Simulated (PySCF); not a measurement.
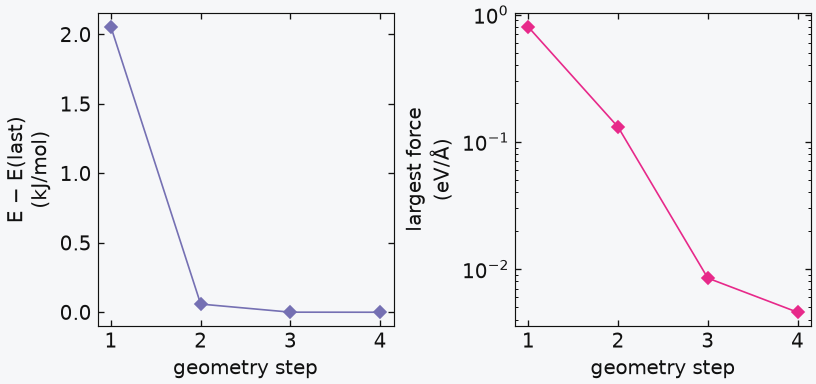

History of a geometry optimisation.

CH4S (SMILES CS); PBE0-D3(BJ)/def2-SVP, geometry optimisation (PySCF).

### How did it end, and what did it gain?

The optimisation met its thresholds at geometry 4, counting the start as the first. The energy fell by about 2.1 kJ/mol from the first step to the last. The largest force goes from about 0.8 eV/Å at the start to 5 × 10⁻³ eV/Å at the end.
